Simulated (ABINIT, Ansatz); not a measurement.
# Li2H6Pt (Fm-3m): G0W0 with ABINIT, start to end, part 2 of 3

How does a plane-wave GW calculation on Li2H6Pt (Fm-3m) run from the first input to the gap?

ABINIT 10.8.3; LDA and many-body steps on it, plane waves. Known limits of the many-body steps: not at the basis limit; no spin polarisation; d states lean on the start; no spin-orbit coupling.

So far. Step 2 (Ground state): The gap is indirect, with the least direct gap 1.74 eV higher.

## Step 3: Bands along the symmetry lines

Level of this step: DFT, LDA, plane waves, norm-conserving pseudopotentials (ABINIT).

Levels along a band path, at the cheap level, show where the edges lie and whether the meshes to come will hold them.

run.abi reads:

```
acell 3*1.0 Angstrom
rprim 
  -0.000000000000 3.324927160000 3.324927160000
  3.324927160000 0.000000000000 3.324927160000
  3.324927160000 3.324927160000 0.000000000000
ntypat 3
znucl 3 1 78
natom 9
typat 1 1 2 2 2 2 2 2 3
xred 
  0.750000000000 0.750000000000 0.750000000000
  0.250000000000 0.250000000000 0.250000000000
  0.754787880000 0.754787880000 0.245212120000
  0.245212120000 0.754787880000 0.245212120000
  0.754787880000 0.245212120000 0.245212120000
  0.245212120000 0.245212120000 0.754787880000
  0.754787880000 0.245212120000 0.754787880000
  0.245212120000 0.754787880000 0.754787880000
  0.000000000000 0.000000000000 0.000000000000
pp_dirpath "pseudos"
pseudos "Li.upf, H.upf, Pt.upf"
ecut 34
iscf -2
irdden 1
kptopt 0
nkpt 26
kpt 
  0.00000000 0.00000000 0.00000000
  0.12500000 0.00000000 0.12500000
  0.25000000 0.00000000 0.25000000
  0.37500000 0.00000000 0.37500000
  0.50000000 0.00000000 0.50000000
  0.53125000 0.06250000 0.53125000
  0.56250000 0.12500000 0.56250000
  0.59375000 0.18750000 0.59375000
  0.62500000 0.25000000 0.62500000
  0.37500000 0.37500000 0.75000000
  0.28125000 0.28125000 0.56250000
  0.18750000 0.18750000 0.37500000
  0.09375000 0.09375000 0.18750000
  0.00000000 0.00000000 0.00000000
  0.12500000 0.12500000 0.12500000
  0.25000000 0.25000000 0.25000000
  0.37500000 0.37500000 0.37500000
  0.50000000 0.50000000 0.50000000
  0.50000000 0.43750000 0.56250000
  0.50000000 0.37500000 0.62500000
  0.50000000 0.31250000 0.68750000
  0.50000000 0.25000000 0.75000000
  0.50000000 0.18750000 0.68750000
  0.50000000 0.12500000 0.62500000
  0.50000000 0.06250000 0.56250000
  0.50000000 0.00000000 0.50000000
istwfk *1
nband 22
nbdbuf 2
tolwfr 1e-08
nstep 40
prtwf 0
prtvol 0
indata_prefix "in"
outdata_prefix "out"
tmpdata_prefix "tmp"
```

Command:

```bash
OMP_NUM_THREADS=1 mpirun -n 4 abinit run.abi > log
```

Numbers of over 12 decimals in the logs are rounded to 6 here.

The program printed:

```text
.Version 10.8.3 of ABINIT. v10.8.2 released Aug 2026.

 Symmetries : space group Fm -3 m (#225); Bravais cF (face-center cubic)
[... echo of the input left out ...]
== DATASET  1 ==================================================================
-   mpi_nproc: 4, omp_nthreads: 1 (-1 if OMP is not activated)

--- !DatasetInfo
iteration_state: {dtset: 1, }
dimensions: {natom: 9, nkpt: 26, mband: 22, nsppol: 1, nspinor: 1, nspden: 1, mpw: 4726, }
cutoff_energies: {ecut:  34.0, pawecutdg:  -1.0, }
electrons: {nelect:   3.00000000E+01, charge:   0.00000000E+00, occopt:   1.00000000E+00, tsmear:   1.00000000E-02, }

 Real(R)+Recip(G) space primitive vectors, cartesian coordinates (Bohr,Bohr^-1):
 R(1)=  0.0000000  6.2832017  6.2832017  G(1)= -0.0795773  0.0795773  0.0795773
 R(2)=  6.2832017  0.0000000  6.2832017  G(2)=  0.0795773 -0.0795773  0.0795773
 R(3)=  6.2832017  6.2832017  0.0000000  G(3)=  0.0795773  0.0795773 -0.0795773
 Unit cell volume ucvol=  4.9610431E+02 bohr^3
 Angles (23,13,12)=  6.00000000E+01  6.00000000E+01  6.00000000E+01 degrees

 getcut: wavevector=  0.0000  0.0000  0.0000  ngfft=  48  48  48
         ecut(hartree)=     34.000   => boxcut(ratio)=   2.05798

--- Pseudopotential description ------------------------------------------------
- Li Generated using ONCVPSP code by D. R. Hamann
-  3.00000   3.00000  180309                  znucl, zion, pspdat
12 -1012 1 -1 1944                            pspcod,pspxc,lmax,lloc,mmax
     nproj     2     2     0     0
  pspatm : epsatm=    2.61415252
         --- l  ekb(1:nproj) -->
             0   -4.854561   -1.448487
             1   -2.179236   -0.444438
 pspatm: atomic psp has been read  and splines computed

- H Generated using ONCVPSP code by D. R. Hamann
-  1.00000   1.00000  180309                  znucl, zion, pspdat
12 -1012 1 -1 1180                            pspcod,pspxc,lmax,lloc,mmax
     nproj     2     1     0     0
  pspatm : epsatm=    0.35439867
         --- l  ekb(1:nproj) -->
             0   -1.665338   -0.519510
             1   -0.275071
 pspatm: atomic psp has been read  and splines computed

- Pt Generated using ONCVPSP code by D. R. Hamann
- 78.00000  18.00000  180309                  znucl, zion, pspdat
12 -1012 3 -1 1340                            pspcod,pspxc,lmax,lloc,mmax
     nproj     2     2     2     2
  pspatm : epsatm=   26.53268550
         --- l  ekb(1:nproj) -->
[...]
pspatm: atomic psp has been read  and splines computed

--------------------------------------------------------------------------------

================================================================================
 prteigrs : about to open file out_EIG
 Non-SCF case, kpt    1 (  0.00000  0.00000  0.00000), residuals and eigenvalues=
  4.56E-09  1.27E-09  3.12E-09  6.55E-09  1.37E-09  6.99E-09  1.94E-09  2.27E-09
[...]
Non-SCF case, kpt   25 (  0.50000  0.06250  0.56250), residuals and eigenvalues=
[...]
Non-SCF case, kpt   26 (  0.50000  0.00000  0.50000), residuals and eigenvalues=
[...]
--- !ResultsGS
iteration_state: {dtset: 1, }
comment   : Summary of ground state results
lattice_vectors:
- [ -0.0000000,   6.2832017,   6.2832017, ]
- [  6.2832017,   0.0000000,   6.2832017, ]
- [  6.2832017,   6.2832017,   0.0000000, ]
lattice_lengths: [   8.88579,    8.88579,    8.88579, ]
lattice_angles: [ 60.000,  60.000,  60.000, ] # degrees, (23, 13, 12)
lattice_volume:   4.9610431E+02
convergence: {deltae:  0.000E+00, res2:  0.000E+00, residm:  9.920E-09, diffor:  0.000E+00, }
etotal    :  -1.48502049E+02
entropy   :   0.00000000E+00
fermie    :   5.78401079E-02
cartesian_stress_tensor: null
pressure_GPa: null
xred      :
- [  7.5000E-01,   7.5000E-01,   7.5000E-01, Li]
- [  2.5000E-01,   2.5000E-01,   2.5000E-01, Li]
- [  7.5479E-01,   7.5479E-01,   2.4521E-01,  H]
- [  2.4521E-01,   7.5479E-01,   2.4521E-01,  H]
- [  7.5479E-01,   2.4521E-01,   2.4521E-01,  H]
- [  2.4521E-01,   2.4521E-01,   7.5479E-01,  H]
- [  7.5479E-01,   2.4521E-01,   7.5479E-01,  H]
- [  2.4521E-01,   7.5479E-01,   7.5479E-01,  H]
- [  0.0000E+00,   0.0000E+00,   0.0000E+00, Pt]
cartesian_forces: null
force_length_stats: {min: null, max: null, mean: null, }

 Integrated electronic density in atomic spheres:
 ------------------------------------------------
 Atom  Sphere_radius  Integrated_density
[...]
================================================================================

 ----iterations are completed or convergence reached----

 Mean square residual over all n,k,spin=   46.287E-10; max=  99.203E-10
 reduced coordinates (array xred) for    9 atoms
[...]
0.245212120000      0.754787880000      0.754787880000
       0.000000000000      0.000000000000      0.000000000000

 cartesian coordinates (angstrom) at end:
[...]
8      5.019229     3.324927     3.324927
    9      0.000000     0.000000     0.000000
 length scales=  1.889726125908  1.889726125908  1.889726125908 bohr
              =  1.000000000000  1.000000000000  1.000000000000 angstroms
 prteigrs : about to open file out_EIG
 Eigenvalues (hartree) for nkpt=  26  k points:
 kpt#   1, nband= 22, wtk=  1.00000, kpt=  0.0000  0.0000  0.0000 (reduced coord)
[...]
kpt#   2, nband= 22, wtk=  1.00000, kpt=  0.1250  0.0000  0.1250 (reduced coord)
[...]
kpt#   3, nband= 22, wtk=  1.00000, kpt=  0.2500  0.0000  0.2500 (reduced coord)
[...]
kpt#  25, nband= 22, wtk=  1.00000, kpt=  0.5000  0.0625  0.5625 (reduced coord)
[...]
0.32724    0.36179    0.40903    0.42311    0.42561    0.46478
 kpt#  26, nband= 22, wtk=  1.00000, kpt=  0.5000  0.0000  0.5000 (reduced coord)
  -3.54425   -1.85568   -1.85568   -1.85567   -1.53028   -1.53019   -0.17545   -0.12837
  -0.12231   -0.03538   -0.03072   -0.01407   -0.01407   -0.00613   -0.00613    0.15316
   0.32527    0.37508    0.41262    0.42264    0.42264    0.48964

== END DATASET(S) ==============================================================
================================================================================

 -outvars: echo values of variables after computation  --------
            nband          22
             nkpt          26
          spgroup         225
 [... the other variables as echoed above ...]

 Calculation completed.
```

It took 17 s on 4 MPI ranks of Arm Neoverse V1, shared host; peak memory 0.31 GiB.

This step gave:

```
gap                        : 2.578 eV
k of the valence top       : 0.1875, 0.1875, 0.375
k of the conduction bottom : 0.5, 0, 0.5
least direct gap           : 4.335 eV
```

The gap is 2.578 eV, −0.016 eV from the run before at this level.

The electronic bands at the labelled points (eV, zero at the top of the highest filled band):

| point | band 12 | band 13 | band 14 | band 15 | band 16 | band 17 | band 18 | band 19 |
| --- | --- | --- | --- | --- | --- | --- | --- | --- |
| Γ | -2.41 | -0.44 | -0.44 | -0.44 | 6.21 | 7.07 | 7.07 | 7.07 |
| X | -1.97 | -1.97 | -1.76 | -1.76 | 2.58 | 7.26 | 8.62 | 9.64 |
| U | -2.12 | -2.03 | -1.78 | -1.18 | 3.65 | 6.90 | 7.69 | 9.09 |
| jump to K | -2.12 | -2.03 | -1.78 | -1.18 | 3.65 | 6.90 | 7.69 | 9.09 |
| Γ | -2.41 | -0.44 | -0.44 | -0.44 | 6.21 | 7.07 | 7.07 | 7.07 |
| L | -2.16 | -2.14 | -0.20 | -0.20 | 5.15 | 5.15 | 6.73 | 7.57 |
| W | -1.97 | -1.82 | -1.80 | -1.80 | 4.42 | 5.81 | 8.18 | 8.18 |
| X | -1.97 | -1.97 | -1.76 | -1.76 | 2.58 | 7.26 | 8.62 | 9.64 |

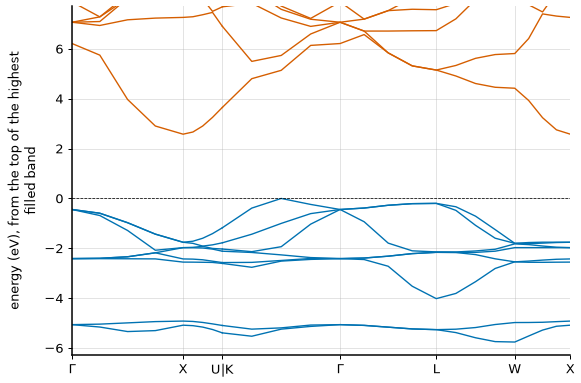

Electronic bands along the path; lines of filled and empty bands in two colours.

## Step 4: Empty states on the mesh, 4×4×4 mesh, 142 bands

The sums over transitions need many empty states on a uniform mesh; this step solves for them.

run.abi reads:

```
acell 3*1.0 Angstrom
rprim 
  -0.000000000000 3.324927160000 3.324927160000
  3.324927160000 0.000000000000 3.324927160000
  3.324927160000 3.324927160000 0.000000000000
ntypat 3
znucl 3 1 78
natom 9
typat 1 1 2 2 2 2 2 2 3
xred 
  0.750000000000 0.750000000000 0.750000000000
  0.250000000000 0.250000000000 0.250000000000
  0.754787880000 0.754787880000 0.245212120000
  0.245212120000 0.754787880000 0.245212120000
  0.754787880000 0.245212120000 0.245212120000
  0.245212120000 0.245212120000 0.754787880000
  0.754787880000 0.245212120000 0.754787880000
  0.245212120000 0.754787880000 0.754787880000
  0.000000000000 0.000000000000 0.000000000000
pp_dirpath "pseudos"
pseudos "Li.upf, H.upf, Pt.upf"
ecut 34
ngkpt 4 4 4
nshiftk 1
shiftk 0 0 0
kptopt 1
chksymbreak 0
irdden 1
istwfk *1
nband 142
prtvol 0
optdriver 6
gwr_task "HDIAGO"
paral_kgb 0
occopt 1
indata_prefix "in"
outdata_prefix "out"
tmpdata_prefix "tmp"
```

The program printed:

```text
[banner, memory and clock lines left out]
.Version 10.8.3 of ABINIT. v10.8.2 released Aug 2026.

 Symmetries : space group Fm -3 m (#225); Bravais cF (face-center cubic)
[... echo of the input left out ...]
== DATASET  1 ==================================================================
-   mpi_nproc: 4, omp_nthreads: 1 (-1 if OMP is not activated)

--- !DatasetInfo
iteration_state: {dtset: 1, }
dimensions: {natom: 9, nkpt: 8, mband: 142, nsppol: 1, nspinor: 1, nspden: 1, mpw: 4723, }
cutoff_energies: {ecut:  34.0, pawecutdg:  -1.0, }
electrons: {nelect:   3.00000000E+01, charge:   0.00000000E+00, occopt:   1.00000000E+00, tsmear:   1.00000000E-02, }

.Using double precision arithmetic; gwpc =  8

- Reading GS density from: in_DEN

--- Pseudopotential description ------------------------------------------------
- Li Generated using ONCVPSP code by D. R. Hamann
-  3.00000   3.00000  180309                  znucl, zion, pspdat
12 -1012 1 -1 1944                            pspcod,pspxc,lmax,lloc,mmax
     nproj     2     2     0     0
  pspatm : epsatm=    2.61415252
         --- l  ekb(1:nproj) -->
             0   -4.854561   -1.448487
             1   -2.179236   -0.444438
 pspatm: atomic psp has been read  and splines computed

- H Generated using ONCVPSP code by D. R. Hamann
-  1.00000   1.00000  180309                  znucl, zion, pspdat
12 -1012 1 -1 1180                            pspcod,pspxc,lmax,lloc,mmax
     nproj     2     1     0     0
  pspatm : epsatm=    0.35439867
         --- l  ekb(1:nproj) -->
             0   -1.665338   -0.519510
             1   -0.275071
 pspatm: atomic psp has been read  and splines computed

- Pt Generated using ONCVPSP code by D. R. Hamann
- 78.00000  18.00000  180309                  znucl, zion, pspdat
12 -1012 3 -1 1340                            pspcod,pspxc,lmax,lloc,mmax
     nproj     2     2     2     2
  pspatm : epsatm=   26.53268550
         --- l  ekb(1:nproj) -->
             0   18.400652    1.770248
             1    8.032970    1.205561
             2    2.335004    0.351029
             3    3.521301    0.381839
 pspatm: atomic psp has been read  and splines computed

   1.01662148E+03                                ecore*ucvol(ha*bohr**3)

 Total charge density [el/Bohr^3]
)     Maximum=    2.7324E+00  at reduced coord.    0.7500    0.7500    0.7500
)     Minimum=    3.1007E-03  at reduced coord.    0.5000    0.5000    0.5000
   Integrated=    3.0000E+01

 === KS gaps after direct diagonalization ===
 Indirect band gap semiconductor
 Fundamental gap:     2.757 (eV)
   VBM:     1.410 (eV) at k: [-2.5000E-01,  2.5000E-01,  0.0000E+00]
   CBM:     4.168 (eV) at k: [ 5.0000E-01,  5.0000E-01,  0.0000E+00]
 Direct gap:         4.334 (eV) at k: [ 5.0000E-01,  5.0000E-01,  0.0000E+00]

== END DATASET(S) ==============================================================

 -outvars: echo values of variables after computation  --------
           etotal      0.0000000000E+00
            nband         142
             nkpt           8
          spgroup         225
 [... the other variables as echoed above ...]

 Calculation completed.
```

It took 2.5 min on 4 MPI ranks; peak memory 5 GiB; 9.9 min of CPU time.

This step gave:

```yaml
gap: 2.757 eV
k_of_the_valence_top: -0.25, 0.25, 0
k_of_the_conduction_bottom: 0.5, 0.5, 0
least_direct_gap: 4.334 eV
k_points_computed: 8
lowest_point_of_the_top_converged_band_above_the_valence_top: 73.4565 eV
```

On this mesh the gap is 2.757 eV. The earlier step found 2.594 eV, so this mesh misses an edge.

## Step 5: Screening, 4×4×4 mesh, 134 bands, screening to 176.9 eV

The RPA dielectric matrix is built and inverted for each q.

This step: RPA screening on LDA, plane waves, norm-conserving pseudopotentials.

Changes to run.abi since step 4:

```diff
@@ -27,10 +27,11 @@
 chksymbreak 0
-irdden 1
 istwfk *1
-nband 142
-prtvol 0
-optdriver 6
-gwr_task "HDIAGO"
-paral_kgb 0
 occopt 1
+irdwfk 1
+optdriver 3
+nband 134
+ecuteps 6.5
+inclvkb 2
+awtr 1
+symchi 1
 indata_prefix "in"
```

The program printed:

```text
.Version 10.8.3 of ABINIT. v10.8.2 released Aug 2026.

 Symmetries : space group Fm -3 m (#225); Bravais cF (face-center cubic)
[... echo of the input left out ...]
== DATASET  1 ==================================================================
-   mpi_nproc: 4, omp_nthreads: 1 (-1 if OMP is not activated)

--- !DatasetInfo
iteration_state: {dtset: 1, }
dimensions: {natom: 9, nkpt: 8, mband: 134, nsppol: 1, nspinor: 1, nspden: 1, mpw: 4723, }
cutoff_energies: {ecut:  34.0, pawecutdg:  -1.0, }
electrons: {nelect:   3.00000000E+01, charge:   0.00000000E+00, occopt:   1.00000000E+00, tsmear:   1.00000000E-02, }

 SCREENING: Calculation of the susceptibility and dielectric matrices

 Based on a program developped by R.W. Godby, V. Olevano, G. Onida, and L. Reining.
 Incorporated in ABINIT by V. Olevano, G.-M. Rignanese, and M. Torrent.
.Using double precision arithmetic ; gwpc =  8

[... cell and pseudopotentials left out ...]
--------------------------------------------------------------------------------

 ==== K-mesh for the wavefunctions ====
 Number of points in the irreducible wedge :     8
[... list of points left out ...]
 Together with 48 symmetry operations and time-reversal symmetry
 yields    64 points in the full Brillouin Zone.

 ==== Q-mesh for the screening function ====
 Number of points in the irreducible wedge :     8
[... list of points left out ...]
 Together with 48 symmetry operations and time-reversal symmetry
 yields    64 points in the full Brillouin Zone.

 setmesh: FFT mesh size selected  =    36x   36x   36
          total number of points  =        46656

 vcoul_init : cutoff-mode = AUXILIARY_FUNCTION
 q-points for optical limit:   1
     1)      0.000010    0.000020    0.000030

- screening: taking advantage of time-reversal symmetry
- Maximum band index for partially occupied states nbvw = 15
- Remaining bands to be divided among processors   nbcw = 119
- Number of bands treated by each node ~29

 Number of electrons calculated from density =   30.0000; Expected =   30.0000
 average of density, n =  0.060471
 r_s =    1.5805
 omega_plasma =   23.7208 [eV]

 calculating chi0 at frequencies [eV] :
  1    0.000000E+00    0.000000E+00
  2    0.000000E+00    2.372082E+01

--------------------------------------------------------------------------------
  q-point number  1        q = ( 0.000000, 0.000000, 0.000000) [r.l.u.]
--------------------------------------------------------------------------------
[... chi0 elements left out ...]
 For q-point:  0.000010 0.000020 0.000030
  dielectric constant =   4.2220
  dielectric constant without local fields =   5.1804

  Average fulfillment of the sum rule on Im[epsilon] for q-point    1 :     76.11  [%]
[... wings left out ...]
  q-point number  2        q = ( 0.250000, 0.000000, 0.000000) [r.l.u.]
--------------------------------------------------------------------------------
[... chi0 elements left out ...]
  Average fulfillment of the sum rule on Im[epsilon] for q-point    2 :     86.77  [%]

 [... 6 further q-points ...]
```

It took 1.8 min on 4 MPI ranks; peak memory 1.8 GiB.

This step gave:

```
ε∞ with local fields, on this mesh, along the program's q direction : 4.222
the same without local fields                                       : 5.180
plasma frequency                                                    : 23.72 eV
plane waves in the screening matrix                                 : 411
```

Local fields lower ε∞ by 19 %.

(Continued in part 3 of 3.)

[Paths, hosts, dates, memory and timing lines, banners, echoed tables and standing remarks are left out of the program output.]

[Logs are printed without paths, hosts, clocks, repeated set-up lines and the standing remarks that a program may print on its own settings, such as how far it seeks lower states.]

[Runs of the session that timed out or met a known fault of the program may be left out.]

[Hosts, paths, dates, database ids (printed as entryN), source tags and the programs' standing remarks are cut or masked in the printed files.]

[G0W0 gaps are taken among the corrected bands and points alone; a level outside them can change the order at an edge.]

[Where Ansatz stands beside ABINIT at settings called matched, ABINIT's density can come from a denser mesh and the files from another edition; pairs whose starting gaps differed by over 0.03 eV were left out, so agreement reads better than it is.]
